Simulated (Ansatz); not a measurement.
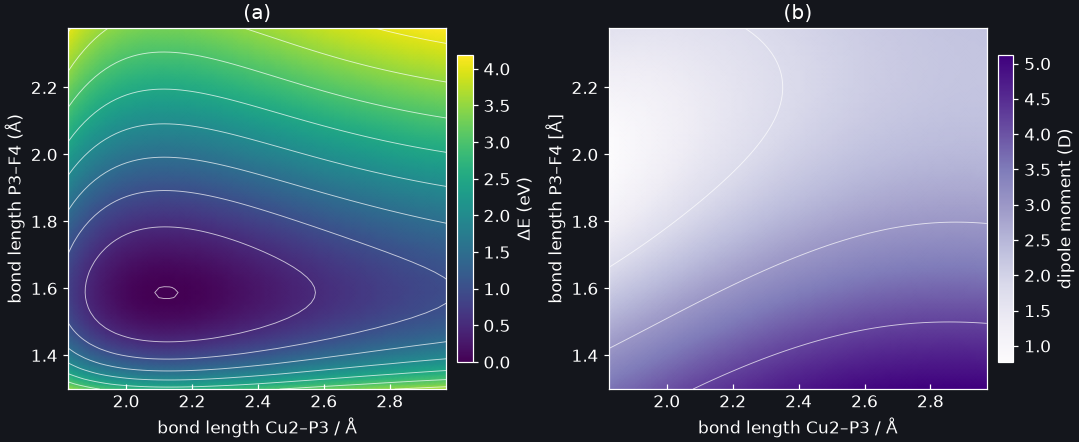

CuF₃HOP, SMILES [OH][Cu-][P+](F)(F)F. First axis: bond length Cu2–P3. Second axis: bond length P3–F4. Nothing is relaxed (all other coordinates rigid). Grid: 9 × 9 points. Energies: eV, counted from the lowest grid point. The reference is spin-restricted, which grows unreliable where a bond is stretched far. Method: RKS B3LYP-D4/def2-SVP (Ansatz 0.2.0).

Panel (a) is the energy and panel (b) the computed dipole moment on the same grid.

In the figure: a smooth colour map with a few white contour lines. Between grid points the surface is interpolated.

### How does the dipole moment vary over the map, and what is it at the lowest grid point?

Leaving out the highest fifth of the energies, it runs from 0.78 D at bond length Cu2–P3 = 1.825 Å, bond length P3–F4 = 1.973 Å to 4.96 D at bond length Cu2–P3 = 2.541 Å, bond length P3–F4 = 1.299 Å. At the lowest grid point, bond length Cu2–P3 = 2.111 Å, bond length P3–F4 = 1.569 Å, it is 2.99 D.

```
bond length P3–F4 ↓, bond length Cu2–P3 →  1.825  1.968  2.111  2.255  2.398  2.541  2.684  2.827  2.971
                                    2.377   1.67   1.63   1.70   1.82   1.95   2.08   2.18   2.26   2.28
                                    2.242   1.27   1.33   1.49   1.68   1.86   2.03   2.15   2.23   2.26
                                    2.107   0.91   1.13   1.41   1.68   1.91   2.09   2.23   2.31   2.32
                                    1.973   0.78   1.18   1.54   1.86   2.11   2.31   2.45   2.52   2.52
                                    1.838   1.07   1.51   1.89   2.22   2.48   2.68   2.81   2.87   2.86
                                    1.703   1.62   2.03   2.40   2.71   2.97   3.16   3.28   3.34   3.32
                                    1.569   2.25   2.64   2.99   3.29   3.54   3.73   3.84   3.89   3.87
                                    1.434   2.93   3.29   3.63   3.92   4.16   4.34   4.45   4.50   4.48
                                    1.299   3.60   3.95   4.27   4.55   4.79   4.96   5.07   5.12   5.10
```
